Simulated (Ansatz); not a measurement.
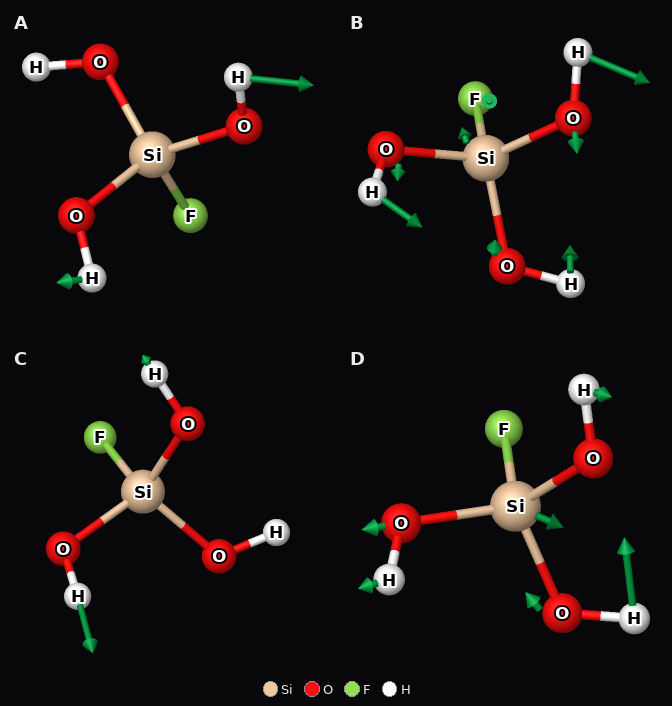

4 normal modes of one molecule or complex, as arrows. Harmonic vibrations computed with RKS PBE0-D4/def2-TZVP (Ansatz 0.2.0) at a stationary point of the same level.

Match the panels to the wavenumbers 362 cm⁻¹, 816 cm⁻¹, 1021 cm⁻¹, 3938 cm⁻¹.

A: 816 cm⁻¹, H–O–Si bending
B: 362 cm⁻¹, angle bending
C: 3938 cm⁻¹, O–H stretching
D: 1021 cm⁻¹
